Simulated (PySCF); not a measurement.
# AlHCl, step by step

We compute a series of 17 runs (UPBE0-D4/def2-TZVP, UCCSD(T)/def2-SVP, USVWN5/def2-SVP, UPBE/def2-SVP, UBLYP/def2-SVP, U-revPBE/def2-SVP, UTPSS/def2-SVP, U-r2SCAN/def2-SVP, and more) of AlClH. The job is set up through a Python script.

The calculation is run with PySCF 2.14.0.

## (1) Starting point

AlHCl has 3 atoms, charge 0, and is taken as a doublet. The shape is cut from that of the parent molecule. The run starts from this shape.

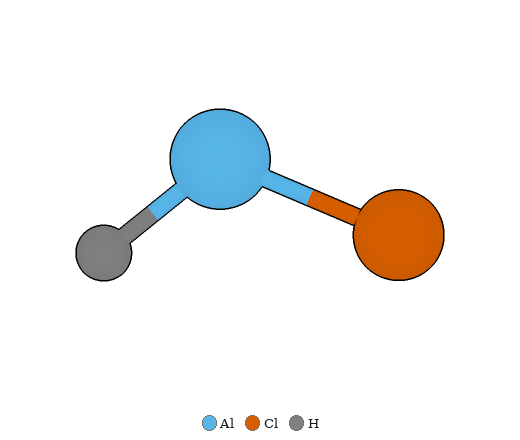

The structure, seen from a chosen angle (aluminium blue, chlorine orange, hydrogen grey).

## (2) A geometry optimisation at UPBE0-D4/def2-TZVP (density fitting with def2-universal-jkfit) (run 1)

Contents of input.py:

```python
from pyscf import gto, dft
from pyscf.geomopt.geometric_solver import kernel as optimise

system = gto.M(
    atom=[
    ('Al', (0.258664, -1.443427, 0.222962)),
    ('Cl', (-1.264379, -2.155467, -1.022260)),
    ('H', (1.190520, -2.492247, 0.948828)),
],
    basis='def2-tzvp',
    verbose=3,
    spin=1,
    max_memory=1860,
)

mf = dft.UKS(system, xc='pbe0')
mf = mf.density_fit(auxbasis='def2-universal-jkfit')
mf.max_cycle = 100
mf.grids.level = 4
mf.disp = 'd4'
mf.conv_tol = 1e-09
converged, mol_eq = optimise(mf, maxsteps=80)
print('converged:', converged)
print(mol_eq.tostring())

mf.reset(mol_eq)
system = mol_eq
mf.kernel()
etot = mf.e_tot
print('Final energy', etot)
```

Command:

```sh
OMP_NUM_THREADS=1 python input.py
```

Output:

```text
<dir> SyntaxWarning: invalid escape sequence '\W'
  S = {(paw_set(r)[0], bool(re.search(r"spin_orbit\W+true|paw_fr", str((r.get("files") or {}).get("input") or "")) or re.search("(?i)spin.orbit\W+(value\W+)?(true|yes)|value\W+spin-orbit", json.dumps(r.get("inputs"), default=str)))) for r in records}

[... 19 lines left out ...]
> Convergence Criteria:
[... 15 lines left out ...]
WARN: Mole.unit (angstrom) is changed to Bohr
[... 3 lines left out ...]
converged SCF energy = -703.000976454078  <S^2> = 0.7528145  2S+1 = 2.0028125
[... 16 lines left out ...]
converged SCF energy = -703.001288540808  <S^2> = 0.75305896  2S+1 = 2.0030566
[... 33 lines left out ...]
converged SCF energy = -703.001327572052  <S^2> = 0.75312271  2S+1 = 2.0031203
[... 26 lines left out ...]
Converged! =D
[... 1 line left out ...]
converged: True
Al          0.26316737       -1.41080965        0.22709071
Cl         -1.26204002       -2.17034847       -1.02175638
H           1.18399527       -2.51027534        0.94322189

converged SCF energy = -703.001327620758  <S^2> = 0.75311964  2S+1 = 2.0031172
Final energy -703.0013276207578
```

Run time: 65 s. Hardware: 1 thread of Arm Neoverse N1, shared host; peak memory 0.79 GiB.

Steps, from the record of the run:

```csv
step,energy from the first frame kept (eV),largest force (eV/Å)
0,0.0000,0.4256
1,-0.0085,0.1512
2,-0.0095,0.0329
3,-0.0096,0.0060
4,-0.0096,0.0005
```

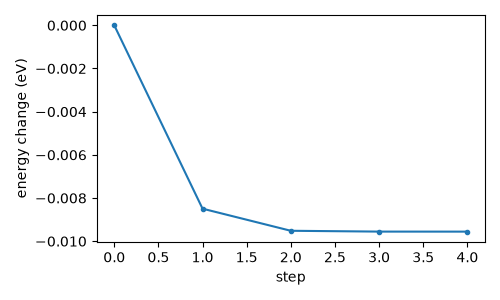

Energy along the run.

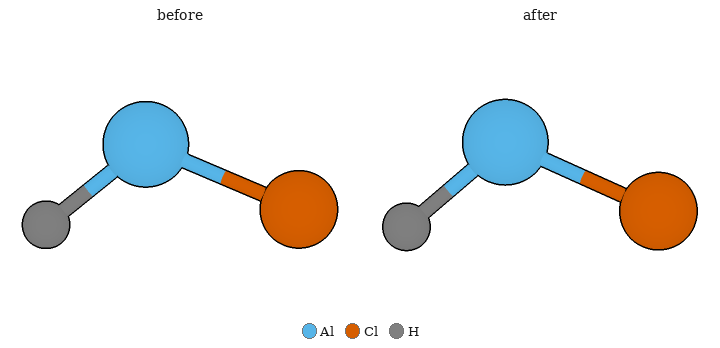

Before and after, at one scale.

After the run. Bond lengths: Al1–Cl2 2.113 Å, Al1–H3 1.603 Å. Angles: Cl2–Al1–H3 115.6°.

## (3) Fragment A of bond 3-2: a single-point energy at UCCSD(T)/def2-SVP (run 2)

Contents of job.py:

```python
from pyscf import gto, cc

mol = gto.Mole()
mol.atom = 'Al 0.263167 -1.410810 0.227091; Cl -1.262040 -2.170348 -1.021756; H 1.183995 -2.510275 0.943222'
mol.max_memory = 1860
mol.verbose = 3
mol.basis = 'def2-svp'
mol.spin = 1
mol.build()

mf = mol.UHF()
mf.conv_tol = 1e-10
mf.kernel()
if not mf.converged:
    mf = mf.newton().run(mf.mo_coeff, mf.mo_occ)

mycc = cc.CCSD(mf, frozen=10)
mycc.kernel()
e_t = mycc.ccsd_t()
energy = mycc.e_tot + e_t
print(f'total energy: {energy:.8f} hartree')
```

Command:

```sh
OMP_NUM_THREADS=1 python job.py
```

Output:

```text
<dir> SyntaxWarning: invalid escape sequence '\W'
  S = {(paw_set(r)[0], bool(re.search(r"spin_orbit\W+true|paw_fr", str((r.get("files") or {}).get("input") or "")) or re.search("(?i)spin.orbit\W+(value\W+)?(true|yes)|value\W+spin-orbit", json.dumps(r.get("inputs"), default=str)))) for r in records}

converged SCF energy = -701.809488223888  <S^2> = 0.75578649  2S+1 = 2.0057781
E(UCCSD) = -702.0100977009563  E_corr = -0.2006094770684058
UCCSD(T) correction = -0.00403053454230302
total energy: -702.01412824 hartree
```

It took 3.3 s on 1 thread of Arm Neoverse N1, shared host; peak memory 0.16 GiB.

## (4) Fragment A of bond 3-2: a single-point energy at USVWN5/def2-SVP (run 3)

Contents of job.py:

```python
from pyscf import gto, dft

mol = gto.M(
    atom=[
    ('Al', (0.263167, -1.410810, 0.227091)),
    ('Cl', (-1.262040, -2.170348, -1.021756)),
    ('H', (1.183995, -2.510275, 0.943222)),
],
    verbose=3,
    spin=1,
    basis='def2-svp',
    max_memory=1860,
)

myscf = dft.UKS(mol, xc='svwn')
myscf.grids.level = 5
myscf.conv_tol = 1e-10
myscf.kernel()
if not myscf.converged:
    myscf = myscf.newton().run(myscf.mo_coeff, myscf.mo_occ)

e_final = myscf.e_tot
print('E = %.10f Eh' % e_final)
```

Command:

```sh
OMP_NUM_THREADS=1 python job.py
```

Output:

```text
<dir> SyntaxWarning: invalid escape sequence '\W'
  S = {(paw_set(r)[0], bool(re.search(r"spin_orbit\W+true|paw_fr", str((r.get("files") or {}).get("input") or "")) or re.search("(?i)spin.orbit\W+(value\W+)?(true|yes)|value\W+spin-orbit", json.dumps(r.get("inputs"), default=str)))) for r in records}

converged SCF energy = -700.469710095472  <S^2> = 0.75128423  2S+1 = 2.0012838
E = -700.4697100955 Eh
```

Wall time 4.8 s (1 thread of Arm Neoverse N1, shared host); peak memory 0.16 GiB.

Runs 4 to 16 aren't shown in full; the table further down has their settings and results.

## (5) Fragment A of bond 3-2: a single-point energy at UB2PLYP/def2-SVP (run 17)

Contents of mol.xyz:

```xyz
3
AlClH
Al     0.263167    -1.410810     0.227091
Cl    -1.262040    -2.170348    -1.021756
H      1.183995    -2.510275     0.943222
```

Contents of calc.py:

```python
from pyscf import gto, dft, mp

mol = gto.M(
    atom='mol.xyz',
    charge=0,
    basis='def2-svp',
    verbose=3,
    spin=1,
    max_memory=1860,
)

mf = dft.UKS(mol, xc='0.53*HF + 0.47*B88, 0.73*LYP')
mf.conv_tol = 1e-10
mf.grids.level = 5
mf.kernel()
if not mf.converged:
    mf = mf.newton().run(mf.mo_coeff, mf.mo_occ)

pt = mp.MP2(mf, frozen=10).run()
e_tot = mf.e_tot + 0.27 * pt.e_corr
print('PT2 part  %.8f' % (0.27 * pt.e_corr))
print('E(%s) = %.9f' % ('B2PLYP', e_tot))
```

Command:

```sh
OMP_NUM_THREADS=1 python calc.py
```

Output:

```text
<dir> SyntaxWarning: invalid escape sequence '\W'
  S = {(paw_set(r)[0], bool(re.search(r"spin_orbit\W+true|paw_fr", str((r.get("files") or {}).get("input") or "")) or re.search("(?i)spin.orbit\W+(value\W+)?(true|yes)|value\W+spin-orbit", json.dumps(r.get("inputs"), default=str)))) for r in records}

WARN: HOMO -0.138613091818469 >= LUMO -0.13861309181847

converged SCF energy = -702.692194778479  <S^2> = 0.75435134  2S+1 = 2.0043466
E(UMP2) = -702.911558196961  E_corr = -0.21936341848239
E(SCS-UMP2) = -702.909772953803  E_corr = -0.217578175324663
PT2 part  -0.05922812
E(B2PLYP) = -702.751422901
```

Run time: 9.3 s. Hardware: 1 thread of Arm Neoverse N1, shared host; peak memory 0.25 GiB.

## (6) Overview of the runs

```csv
run,level,task,integral approximation,energy (Eh),dipole moment (D) of the reference,HOMO energy (eV),LUMO energy (eV),wall time
1,UPBE0-D4/def2-TZVP (density fitting with def2-universal-jkfit),optimise,def2-universal-jkfit,-703.001328,1.50,-6.10,-2.69,65 s
2,UCCSD(T)/def2-SVP,energy,none,-702.014128,1.94,-8.67,0.64,3.3 s
3,USVWN5/def2-SVP,energy,none,-700.469710,1.22,-4.91,-3.75,4.8 s
4,UPBE/def2-SVP,energy,none,-702.690452,1.27,-4.96,-3.45,8.7 s
5,UBLYP/def2-SVP,energy,none,-703.015819,1.21,-4.74,-3.46,8.7 s
6,U-revPBE/def2-SVP,energy,none,-702.883296,1.30,-4.97,-3.34,8.7 s
7,UTPSS/def2-SVP,energy,none,-703.065378,1.37,-5.19,-3.53,16 s
8,U-r2SCAN/def2-SVP,energy,none,-702.967115,1.48,-5.32,-3.02,15 s
9,UM06-L/def2-SVP,energy,none,-703.019002,1.58,-5.15,-3.73,16 s
10,UPBE0/def2-SVP,energy,none,-702.754350,1.52,-6.03,-2.67,8.7 s
11,UB3LYP/def2-SVP,energy,none,-703.056988,1.43,-5.75,-3.02,9.3 s
12,UBHLYP/def2-SVP,energy,none,-703.024219,1.66,-6.87,-2.00,9.3 s
13,UM06-2X/def2-SVP,energy,none,-702.993627,1.72,-6.84,-2.56,16 s
14,UCAM-B3LYP/def2-SVP,energy,none,-703.034126,1.53,-7.17,-1.83,11 s
15,U-wB97X/def2-SVP,energy,none,-703.008808,1.56,-8.09,-1.63,10 s
16,U-wB97M-V/def2-SVP,energy,none,-702.977830,1.57,-7.65,-1.18,33 s
17,UB2PLYP/def2-SVP,energy,none,-702.751423,1.67,-6.90,-1.57,9.3 s
```

## (7) Summary of results

```
                                                                                quantity          value
                                            fragment A of bond 3-2, run 17: total energy  -702.75142 Eh
                                fragment A of bond 3-2, run 17: dipole moment (SCF part)         1.67 D
fragment A of bond 3-2, run 17: HOMO energy (SCF part's orbitals) (highest over α and β)       -6.90 eV
 fragment A of bond 3-2, run 17: LUMO energy (SCF part's orbitals) (lowest over α and β)       -1.57 eV
                                                    fragment A of bond 3-2, run 17: ⟨S²⟩          0.754
```

Over runs 3, 4, 5, 6, 7, 8, 9, 10, 11, 12, 13, 14, 15, 16, 17 the dipole moment (its size) runs from 1.21 D (UBLYP/def2-SVP) to 1.72 D (UM06-2X/def2-SVP). Totals of different functionals can't be ranked against each other. All runs together took 4.2 min, the longest 65 s.
